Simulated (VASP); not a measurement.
Band structure of SnSe₂ (1T layered). Computed with AM05 GGA, VASP's PBE PAW potentials (set 64) (plane waves; VASP).

Without a dispersion term in the relaxation, distances and binding between the weakly bound layers, chains or molecules are unreliable, and so is what depends on them. Unless said otherwise, spin-orbit coupling is left out, though it shifts the bands of the heavy elements here.

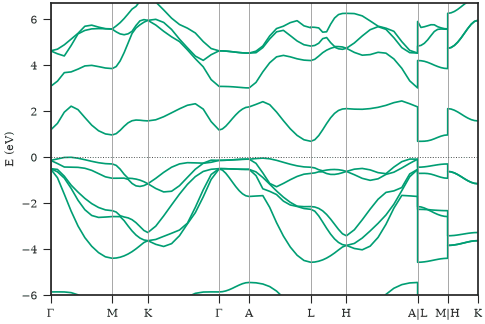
Fig. 1. Bands along high-symmetry lines, zero at the valence-band maximum or, without a gap, the Fermi level

Q: Read the plot: is there a gap, and where are the band edges?

A: The gap is indirect, 0.70 eV, from the valence maximum at Γ-M at 0.33 to the conduction minimum at L. (Edges off the drawn lines would not show.)

Measured: gap 0.98 eV (computed value off by -0.28 eV), as given by Joseph M. Gonzalez et al., Physical Review B (2016), arXiv:1609.04381.

The compound is SnSe2 in the 1T layered structure. It was relaxed first, which changed the volume by +11 %.
